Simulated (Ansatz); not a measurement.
## Molecular dynamics of WH$_{3}$Cl$_{3}$OF$_{2}$ (part 3 of 4)

The same run, continued: WH$_{3}$Cl$_{3}$OF$_{2}$; RHF/def2-SVP (Ansatz 0.2.0). It belongs to a series of runs on one base structure; here: dynamics from the highest image of the converged band.

Geometry of the input (Å):
```
W  -0.0280  0.2634  0.0960
O  0.2325  -0.2207  2.0590
H  0.5749  -1.0127  2.4505
Cl 2.2351  -0.3195  -0.0572
Cl 0.1076  1.9636  -1.4689
F  -1.6938  0.9549  0.5009
Cl -1.0545  -1.8052  -0.0716
H  0.2142  -0.3821  -1.3753
F  0.7351  1.7804  1.4233
H  0.6448  0.9313  2.1267
```

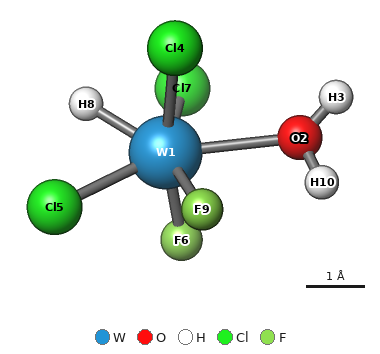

*The geometry at step 64 of the log (ball-and-stick view, seen at a tilt; atoms are numbered from 1 in the order of the input).*

### Trajectory as extended XYZ, continued
```
10
Properties=species:S:1:pos:R:3:forces:R:3 step=5 time_fs=2.5 energy=-46798.12255 temperature=237.8
W    -0.0264    0.2631    0.0961    0.2570   0.2644  -0.7382
O     0.2321   -0.2078    2.0621    0.8661  -1.7005   0.6821
H     0.6327   -1.0474    2.3758   -0.6704   1.6417  -0.3406
Cl    2.2239   -0.3213   -0.0529    0.3405  -0.0890   0.1213
Cl    0.1044    1.9635   -1.4679   -0.0225   0.0759  -0.0004
F    -1.6858    0.9424    0.5019   -0.3458   0.1421   0.0625
Cl   -1.0568   -1.8019   -0.0753    0.0553  -0.0117  -0.0367
H     0.2849   -0.3591   -1.4054   -0.3069   0.0732   0.5703
F     0.7356    1.7848    1.4194    0.0074  -0.1136  -0.1136
H     0.6616    0.9054    2.1550   -0.1808  -0.2826  -0.2067
10
Properties=species:S:1:pos:R:3:forces:R:3 step=9 time_fs=4.5 energy=-46798.11961 temperature=234.2
W    -0.0251    0.2628    0.0960    0.3817   0.7004  -0.9991
O     0.2337   -0.2013    2.0662    0.2097  -0.2093   0.1770
H     0.6554   -1.0157    2.3045    0.1400   0.0855   0.4682
Cl    2.2153   -0.3228   -0.0492    0.5863  -0.1646   0.2041
Cl    0.1019    1.9635   -1.4672   -0.0444   0.0895  -0.0040
F    -1.6802    0.9327    0.5028   -0.6097   0.2402   0.1250
Cl   -1.0586   -1.7993   -0.0782    0.1013  -0.0118  -0.0624
H     0.3293   -0.3380   -1.4075   -0.4557  -0.0037   0.6218
F     0.7360    1.7881    1.4161   -0.0294  -0.1606  -0.3570
H     0.6679    0.8731    2.1698   -0.2798  -0.5655  -0.1737
10
Properties=species:S:1:pos:R:3:forces:R:3 step=14 time_fs=7.0 energy=-46798.11937 temperature=234.6
W    -0.0233    0.2628    0.0957    0.3538   1.6573  -0.8029
O     0.2361   -0.1935    2.0718   -0.5359   0.4844   0.0893
H     0.6968   -0.9794    2.2423    0.9044  -1.0380   0.9475
Cl    2.2055   -0.3249   -0.0444    0.8458  -0.2758   0.2778
Cl    0.0986    1.9636   -1.4662   -0.0739   0.0426  -0.0189
F    -1.6750    0.9213    0.5043   -0.8865   0.3187   0.1896
Cl   -1.0606   -1.7960   -0.0820    0.1525  -0.0315  -0.0777
H     0.3608   -0.3132   -1.3798   -0.4385  -0.2581   0.1174
F     0.7364    1.7918    1.4107   -0.1291  -0.1090  -0.9991
H     0.6612    0.8013    2.1815   -0.1927  -0.7905   0.2769
10
Properties=species:S:1:pos:R:3:forces:R:3 step=18 time_fs=9.0 energy=-46798.16402 temperature=276.7
W    -0.0218    0.2631    0.0952    0.2751   2.6090  -0.3735
O     0.2369   -0.1868    2.0767    0.1768  -3.1285   0.6537
H     0.7620   -0.9852    2.2306   -0.3667   1.0216   0.5389
Cl    2.1987   -0.3270   -0.0402    1.0195  -0.3750   0.3036
Cl    0.0958    1.9638   -1.4655   -0.0963  -0.0250  -0.0403
F    -1.6728    0.9129    0.5060   -1.0390   0.3376   0.2228
Cl   -1.0621   -1.7935   -0.0851    0.1750  -0.0782  -0.0612
H     0.3673   -0.3037   -1.3514   -0.3084  -0.4645  -0.4680
F     0.7364    1.7945    1.4043   -0.2457  -0.0792  -1.6605
H     0.6487    0.7135    2.2018    0.4096   0.1821   0.8844
10
Properties=species:S:1:pos:R:3:forces:R:3 step=23 time_fs=11.5 energy=-46798.21003 temperature=322.2
W    -0.0199    0.2643    0.0945    0.3027   3.2180  -0.0854
O     0.2382   -0.1893    2.0848   -0.0647  -4.8027   0.7868
H     0.8246   -0.9443    2.2451   -0.6994   0.7375   0.3646
Cl    2.1918   -0.3301   -0.0345    1.1656  -0.4588   0.3126
Cl    0.0923    1.9639   -1.4646   -0.1133  -0.0801  -0.0740
F    -1.6730    0.9033    0.5087   -1.0938   0.3339   0.2599
Cl   -1.0636   -1.7904   -0.0891    0.1721  -0.1381  -0.0087
H     0.3589   -0.3162   -1.3408   -0.2292  -0.4379  -0.6577
F     0.7358    1.7975    1.3914   -0.3444  -0.2976  -1.9761
H     0.6598    0.6276    2.2758    0.9044   1.9259   1.0781
10
Properties=species:S:1:pos:R:3:forces:R:3 step=27 time_fs=13.5 energy=-46798.33557 temperature=442.2
W    -0.0182    0.2660    0.0939    0.4369   3.0086  -0.2450
O     0.2392   -0.2032    2.0936    0.3789  -0.3650   1.5212
H     0.8489   -0.8827    2.2735    0.4886  -1.4644   0.5037
Cl    2.1876   -0.3332   -0.0295    1.2206  -0.4803   0.2960
Cl    0.0893    1.9639   -1.4640   -0.1172  -0.0765  -0.1071
F    -1.6756    0.8964    0.5114   -1.0212   0.3196   0.2839
Cl   -1.0647   -1.7881   -0.0923    0.1444  -0.1818   0.0474
H     0.3419   -0.3446   -1.3590   -0.2837  -0.1315  -0.2040
F     0.7345    1.7993    1.3767   -0.3409  -0.4572  -1.8436
H     0.6996    0.6259    2.3766   -0.9063  -0.1715  -0.2524
10
Properties=species:S:1:pos:R:3:forces:R:3 step=32 time_fs=16.0 energy=-46798.36419 temperature=471.3
W    -0.0161    0.2690    0.0931    0.5498   2.6591  -0.4850
O     0.2423   -0.2222    2.1101    2.0103   0.3565   2.6751
H     0.8971   -0.8740    2.3327   -0.4053  -0.8352  -0.0522
Cl    2.1843   -0.3377   -0.0229    1.2088  -0.5016   0.2341
Cl    0.0854    1.9639   -1.4635   -0.1240  -0.0629  -0.1604
F    -1.6818    0.8887    0.5157   -0.8179   0.2609   0.2893
Cl   -1.0658   -1.7855   -0.0962    0.0992  -0.2578   0.1385
H     0.3054   -0.3852   -1.3899   -0.2915   0.3122   0.4216
F     0.7319    1.8003    1.3530   -0.4141  -0.6425  -1.7594
H     0.7000    0.6138    2.4857   -1.8153  -1.2887  -1.3014
10
Properties=species:S:1:pos:R:3:forces:R:3 step=36 time_fs=18.0 energy=-46798.54484 temperature=644.7
W    -0.0142    0.2721    0.0923    0.4913   2.6041  -0.3662
O     0.2496   -0.2369    2.1301    1.8576  -2.4334   2.0738
H     0.9232   -0.9068    2.3802   -1.4737   0.4464  -0.5423
Cl    2.1831   -0.3420   -0.0173    1.1159  -0.5218   0.1609
Cl    0.0822    1.9637   -1.4632   -0.1348  -0.0707  -0.2123
F    -1.6886    0.8831    0.5197   -0.5926   0.1846   0.2792
Cl   -1.0665   -1.7838   -0.0992    0.0796  -0.3174   0.2084
H     0.2640   -0.4060   -1.3992   -0.1684   0.4979   0.5403
F     0.7288    1.7995    1.3301   -0.5481  -0.8509  -1.7673
H     0.6286    0.5573    2.5239   -0.6266   0.4613  -0.3746
10
Properties=species:S:1:pos:R:3:forces:R:3 step=41 time_fs=20.5 energy=-46798.73082 temperature=824.9
W    -0.0117    0.2766    0.0913    0.2302   2.5653   0.3779
O     0.2638   -0.2638    2.1610   -0.7585  -2.9693  -0.1879
H     0.8876   -0.9313    2.4153   -0.0771  -0.3182   0.0745
Cl    2.1833   -0.3481   -0.0100    0.9197  -0.5290   0.0517
Cl    0.0779    1.9634   -1.4632   -0.1485  -0.0676  -0.2949
F    -1.6988    0.8766    0.5256   -0.2718   0.0899   0.2587
Cl   -1.0673   -1.7821   -0.1026    0.0882  -0.3539   0.2458
H     0.2043   -0.4061   -1.3845    0.0888   0.4257   0.1203
F     0.7235    1.7962    1.2964   -0.6447  -1.0133  -1.5700
H     0.5133    0.5272    2.5621    0.5738   2.1703   0.9238
10
Properties=species:S:1:pos:R:3:forces:R:3 step=45 time_fs=22.5 energy=-46798.81366 temperature=905.1
W    -0.0097    0.2809    0.0905   -0.0443   2.3911   1.2629
O     0.2738   -0.2925    2.1860   -1.6286   1.9072   0.2036
H     0.8507   -0.9623    2.4448    1.1983  -1.2338   0.7986
Cl    2.1846   -0.3537   -0.0042    0.7540  -0.5198  -0.0457
Cl    0.0742    1.9631   -1.4635   -0.1565  -0.0212  -0.3780
F    -1.7076    0.8717    0.5309   -0.0135   0.0320   0.2351
Cl   -1.0678   -1.7811   -0.1050    0.1166  -0.3471   0.2300
H     0.1595   -0.3880   -1.3667    0.2856   0.2010  -0.4479
F     0.7177    1.7912    1.2659   -0.6388  -0.9524  -1.2690
H     0.4398    0.5782    2.6216    0.1272  -1.4570  -0.5896
10
Properties=species:S:1:pos:R:3:forces:R:3 step=50 time_fs=25.0 energy=-46798.84660 temperature=937.5
W    -0.0072    0.2869    0.0900   -0.3270   2.0208   1.7629
O     0.2816   -0.3235    2.2183   -0.3322   0.7338   0.6859
H     0.8516   -1.0465    2.5168   -0.4946   1.1261   0.0768
Cl    2.1874   -0.3614    0.0031    0.5669  -0.5107  -0.1308
Cl    0.0695    1.9627   -1.4646   -0.1710   0.0951  -0.4785
F    -1.7186    0.8656    0.5381    0.3004  -0.0429   0.1943
Cl   -1.0683   -1.7805   -0.1077    0.1725  -0.3175   0.1996
H     0.1191   -0.3550   -1.3691    0.3926   0.0242  -0.7272
F     0.7087    1.7823    1.2241   -0.5792  -0.8378  -0.9394
H     0.3590    0.5689    2.6682    0.4716  -2.2912  -0.6436
10
Properties=species:S:1:pos:R:3:forces:R:3 step=55 time_fs=27.5 energy=-46798.93703 temperature=1024.8
W    -0.0048    0.2936    0.0900   -0.5116   1.3362   1.0260
O     0.2875   -0.3526    2.2521   -0.4455  -3.3194  -1.6067
H     0.8331   -1.0770    2.5969   -0.6114   1.2376  -0.1300
Cl    2.1912   -0.3700    0.0101    0.3839  -0.4921  -0.1469
Cl    0.0644    1.9625   -1.4664   -0.1959   0.2749  -0.5566
F    -1.7286    0.8593    0.5460    0.5823  -0.1169   0.1569
Cl   -1.0685   -1.7804   -0.1101    0.2406  -0.2626   0.1742
H     0.1014   -0.3192   -1.4104    0.3357   0.1045  -0.1295
F     0.6979    1.7708    1.1794   -0.4465  -0.6814  -0.5716
H     0.3056    0.4500    2.6898    0.6683   1.9191   1.7842
10
Properties=species:S:1:pos:R:3:forces:R:3 step=59 time_fs=29.5 energy=-46799.02048 temperature=1104.0
W    -0.0029    0.2993    0.0902   -0.6562   0.5583   0.1825
O     0.2910   -0.3827    2.2757   -1.6865   0.1423  -1.7736
H     0.7957   -1.0538    2.6585    0.9305  -1.1410   0.7028
Cl    2.1946   -0.3775    0.0156    0.2549  -0.4612  -0.1464
Cl    0.0601    1.9626   -1.4686   -0.2227   0.4513  -0.6207
F    -1.7354    0.8541    0.5527    0.7482  -0.1459   0.1316
Cl   -1.0683   -1.7806   -0.1117    0.2938  -0.1977   0.1405
H     0.1018   -0.2864   -1.4508    0.2525   0.1486   0.4900
F     0.6882    1.7600    1.1422   -0.2502  -0.3480  -0.1242
H     0.2899    0.4072    2.7664    0.3357   0.9933   1.0177
10
Properties=species:S:1:pos:R:3:forces:R:3 step=64 time_fs=32.0 energy=-46798.95323 temperature=1040.2
W    -0.0009    0.3065    0.0905   -0.9505  -0.4125  -0.4494
O     0.2902   -0.4192    2.3007   -0.5294   2.5137   1.8464
H     0.7899   -1.0754    2.7657    0.0836  -0.4182  -0.3643
Cl    2.1994   -0.3875    0.0222    0.1349  -0.4245  -0.1471
Cl    0.0544    1.9635   -1.4722   -0.2681   0.6478  -0.7183
F    -1.7417    0.8471    0.5614    0.8709  -0.1512   0.0878
Cl   -1.0677   -1.7812   -0.1136    0.3549  -0.1170   0.0837
H     0.1156   -0.2385   -1.4748    0.1812   0.0031   0.7695
F     0.6755    1.7457    1.0956    0.1270   0.3259   0.5629
H     0.2874    0.3876    2.8995   -0.0045  -1.9672  -1.6712
10
Properties=species:S:1:pos:R:3:forces:R:3 step=68 time_fs=34.0 energy=-46798.89035 temperature=979.1
W     0.0006    0.3122    0.0907   -1.2976  -1.0854  -0.5936
O     0.2877   -0.4424    2.3246    0.7946  -0.1193   2.5544
H     0.7940   -1.1162    2.8406   -1.0124   0.8265  -1.7364
Cl    2.2033   -0.3961    0.0273    0.0446  -0.3985  -0.1306
Cl    0.0496    1.9650   -1.4760   -0.3177   0.7288  -0.7958
F    -1.7447    0.8412    0.5685    0.9139  -0.1445   0.0551
Cl   -1.0668   -1.7819   -0.1150    0.4035  -0.0554   0.0396
H     0.1349   -0.1998   -1.4628    0.1737  -0.2442   0.4618
F     0.6656    1.7349    1.0595    0.5143   0.9874   1.1975
H     0.2863    0.3038    2.9482   -0.2169  -0.4954  -1.0521
10
Properties=species:S:1:pos:R:3:forces:R:3 step=73 time_fs=36.5 energy=-46798.75311 temperature=847.5
W     0.0020    0.3190    0.0908   -1.7645  -1.8983  -0.5397
O     0.2868   -0.4723    2.3611   -0.0905  -1.7091  -1.1475
H     0.7544   -1.1358    2.8499    0.1050  -0.7974  -0.7826
Cl    2.2083   -0.4074    0.0335   -0.0717  -0.3574  -0.0830
Cl    0.0430    1.9679   -1.4820   -0.3937   0.7111  -0.8759
F    -1.7460    0.8334    0.5776    0.8973  -0.1166   0.0351
Cl   -1.0650   -1.7827   -0.1166    0.4562   0.0161  -0.0013
H     0.1685   -0.1658   -1.4268    0.2145  -0.5627  -0.3003
F     0.6547    1.7244    1.0180    1.0495   1.8912   2.0495
H     0.2725    0.1960    2.9735   -0.4020   2.8231   1.6456
10
Properties=species:S:1:pos:R:3:forces:R:3 step=77 time_fs=38.5 energy=-46798.73195 temperature=825.8
W     0.0027    0.3240    0.0907   -1.9973  -2.6310  -0.7340
O     0.2859   -0.4996    2.3890   -1.3058   2.5522  -0.3122
H     0.7230   -1.1795    2.8208    1.0642  -2.0044   0.4427
Cl    2.2122   -0.4169    0.0383   -0.1441  -0.3147  -0.0259
Cl    0.0372    1.9711   -1.4878   -0.4572   0.6285  -0.9242
F    -1.7449    0.8268    0.5850    0.8240  -0.0718   0.0307
Cl   -1.0630   -1.7834   -0.1180    0.4779   0.0537  -0.0151
H     0.2045   -0.1615   -1.4077    0.2108  -0.6367  -0.6035
F     0.6484    1.7202    0.9893    1.4446   2.5598   2.6731
H     0.2461    0.2028    3.0409   -0.1169  -0.1355  -0.5315
10
Properties=species:S:1:pos:R:3:forces:R:3 step=82 time_fs=41.0 energy=-46798.63877 temperature=736.5
W     0.0030    0.3294    0.0904   -1.9098  -3.4649  -1.6527
O     0.2814   -0.5266    2.4234   -0.0133   1.1557   1.3464
H     0.7239   -1.3127    2.7947   -0.6613   1.3023  -0.5638
Cl    2.2169   -0.4293    0.0443   -0.2106  -0.2553   0.0830
Cl    0.0293    1.9761   -1.4966   -0.5264   0.4568  -0.9397
F    -1.7412    0.8185    0.5943    0.6888  -0.0086   0.0304
Cl   -1.0598   -1.7842   -0.1197    0.4810   0.0713   0.0038
H     0.2598   -0.1886   -1.4126    0.0368  -0.3647  -0.1307
F     0.6446    1.7223    0.9611    1.7675   3.0490   3.1860
H     0.2092    0.2012    3.0976    0.3473  -1.9416  -1.3628
10
Properties=species:S:1:pos:R:3:forces:R:3 step=86 time_fs=43.0 energy=-46798.61127 temperature=709.0
W     0.0028    0.3330    0.0897   -1.5487  -3.7232  -2.4239
O     0.2772   -0.5448    2.4537    0.3908  -1.7563  -1.4366
H     0.7060   -1.3811    2.7566   -0.9050   2.0462  -0.3463
Cl    2.2204   -0.4395    0.0492   -0.2747  -0.2009   0.1901
Cl    0.0223    1.9807   -1.5047   -0.5650   0.2554  -0.8969
F    -1.7367    0.8118    0.6018    0.5686   0.0339   0.0385
Cl   -1.0566   -1.7847   -0.1210    0.4784   0.0827   0.0385
H     0.3060   -0.2266   -1.4235   -0.1848  -0.0106   0.4290
F     0.6455    1.7308    0.9458    1.8204   3.0112   3.2826
H     0.1920    0.1289    3.0931    0.2199   0.2617   1.1250
10
Properties=species:S:1:pos:R:3:forces:R:3 step=91 time_fs=45.5 energy=-46798.60847 temperature=706.4
W     0.0021    0.3364    0.0882   -0.8961  -3.3208  -2.5546
O     0.2727   -0.5721    2.4858   -1.2555   1.4321  -3.3910
H     0.6469   -1.3811    2.6985    0.8563  -1.5542   0.9788
Cl    2.2243   -0.4525    0.0557   -0.3829  -0.1184   0.2974
Cl    0.0128    1.9867   -1.5162   -0.5840  -0.0535  -0.7856
F    -1.7295    0.8035    0.6114    0.3934   0.0859   0.0536
Cl   -1.0519   -1.7852   -0.1226    0.4771   0.1123   0.0713
H     0.3532   -0.2737   -1.4143   -0.3803   0.3070   0.6268
F     0.6518    1.7499    0.9359    1.6273   2.4479   3.0036
H     0.1810    0.0562    3.1525    0.1447   0.6616   1.6996
10
Properties=species:S:1:pos:R:3:forces:R:3 step=95 time_fs=47.5 energy=-46798.67122 temperature=767.0
W     0.0013    0.3383    0.0864   -0.3508  -2.4702  -1.7989
O     0.2664   -0.5915    2.5033   -1.2694   3.3836  -0.2851
H     0.6245   -1.4236    2.6858    0.6110  -1.1832   0.7838
Cl    2.2270   -0.4631    0.0612   -0.4808  -0.0492   0.3386
Cl    0.0044    1.9915   -1.5263   -0.5751  -0.3136  -0.6661
F    -1.7228    0.7971    0.6191    0.2335   0.1275   0.0514
Cl   -1.0476   -1.7855   -0.1239    0.4764   0.1385   0.0749
H     0.3754   -0.2996   -1.3816   -0.3898   0.3469   0.2581
F     0.6606    1.7708    0.9348    1.3194   1.7041   2.5226
H     0.1790    0.0235    3.2669    0.4257  -1.6842  -1.2794
10
Properties=species:S:1:pos:R:3:forces:R:3 step=100 time_fs=50.0 energy=-46798.72420 temperature=818.8
W     0.0002    0.3400    0.0836    0.2642  -0.9777  -0.3614
O     0.2551   -0.6066    2.5240    0.5126  -0.9992   0.6595
H     0.6185   -1.5143    2.7050   -0.8847   2.2696  -0.3165
Cl    2.2296   -0.4764    0.0686   -0.6346   0.0374   0.3519
Cl   -0.0069    1.9970   -1.5401   -0.5433  -0.6211  -0.4710
F    -1.7138    0.7894    0.6289    0.0446   0.1660   0.0390
Cl   -1.0414   -1.7856   -0.1253    0.4817   0.1749   0.0693
H     0.3832   -0.3145   -1.3310   -0.2448   0.1564  -0.5874
F     0.6753    1.8016    0.9406    0.8363   0.6051   1.7597
H     0.1970   -0.0957    3.3496    0.1681  -0.8115  -1.1432
10
Properties=species:S:1:pos:R:3:forces:R:3 step=105 time_fs=52.5 energy=-46798.73260 temperature=826.4
W    -0.0008    0.3413    0.0807    0.9450   0.3284   0.4622
O     0.2449   -0.6242    2.5458    0.0763  -0.9853  -2.0024
H     0.5718   -1.4993    2.7097   -0.0118  -0.1647  -0.5312
Cl    2.2311   -0.4896    0.0766   -0.8250   0.1324   0.3458
Cl   -0.0192    2.0014   -1.5546   -0.5033  -0.8408  -0.2281
F    -1.7046    0.7823    0.6388   -0.1015   0.1970   0.0488
Cl   -1.0345   -1.7855   -0.1266    0.4851   0.2143   0.0765
H     0.3761   -0.3198   -1.3133   -0.1588   0.0395  -0.9837
F     0.6926    1.8344    0.9519    0.3314  -0.4537   1.0103
H     0.2242   -0.2542    3.3829   -0.2373   1.5329   1.8019
10
Properties=species:S:1:pos:R:3:forces:R:3 step=109 time_fs=54.5 energy=-46798.66017 temperature=757.4
W    -0.0013    0.3425    0.0785    1.5878   0.8825   0.3208
O     0.2371   -0.6404    2.5593   -0.8123   2.4697   0.2377
H     0.5313   -1.4880    2.6918    0.9285  -2.9786  -0.4109
Cl    2.2314   -0.5000    0.0834   -0.9730   0.2076   0.3269
Cl   -0.0296    2.0040   -1.5665   -0.4711  -0.9102  -0.0257
F    -1.6974    0.7770    0.6469   -0.1763   0.2250   0.0658
Cl   -1.0283   -1.7851   -0.1275    0.4744   0.2229   0.0926
H     0.3629   -0.3214   -1.3388   -0.2448   0.1923  -0.5570
F     0.7072    1.8597    0.9634   -0.0415  -1.1600   0.4842
H     0.2377   -0.3300    3.4616   -0.2718   0.8488  -0.5343
10
Properties=species:S:1:pos:R:3:forces:R:3 step=114 time_fs=57.0 energy=-46798.63169 temperature=729.4
W    -0.0016    0.3442    0.0758    2.2552   1.2498  -0.1653
O     0.2255   -0.6550    2.5775    0.5605  -1.2736   1.9766
H     0.5152   -1.5883    2.6441   -0.5197   1.4830  -0.5598
Cl    2.2301   -0.5127    0.0924   -1.1408   0.2906   0.2794
Cl   -0.0434    2.0058   -1.5814   -0.4270  -0.8935   0.2119
F    -1.6890    0.7711    0.6571   -0.2161   0.2566   0.0771
Cl   -1.0199   -1.7843   -0.1285    0.4548   0.2009   0.1118
H     0.3327   -0.3119   -1.3964   -0.3588   0.4188   0.2857
F     0.7254    1.8879    0.9790   -0.4274  -1.8291  -0.0685
H     0.2405   -0.3818    3.5266   -0.1808   0.0967  -2.1489
10
Properties=species:S:1:pos:R:3:forces:R:3 step=118 time_fs=59.0 energy=-46798.59833 temperature=696.9
W    -0.0012    0.3458    0.0736    2.5308   1.5603  -0.2963
O     0.2171   -0.6688    2.5965    0.6314  -2.7264  -1.1922
H     0.4882   -1.6298    2.5840   -0.7233   2.4623  -0.0244
Cl    2.2278   -0.5226    0.0999   -1.2690   0.3508   0.2259
Cl   -0.0549    2.0061   -1.5931   -0.3845  -0.8410   0.3798
F    -1.6828    0.7669    0.6655   -0.2123   0.2721   0.0827
Cl   -1.0126   -1.7834   -0.1292    0.4486   0.1802   0.1199
H     0.2937   -0.2874   -1.4336   -0.3290   0.4075   0.6429
F     0.7390    1.9064    0.9915   -0.6589  -2.2032  -0.4202
H     0.2348   -0.4148    3.4991   -0.0339   0.5374   0.4818
```
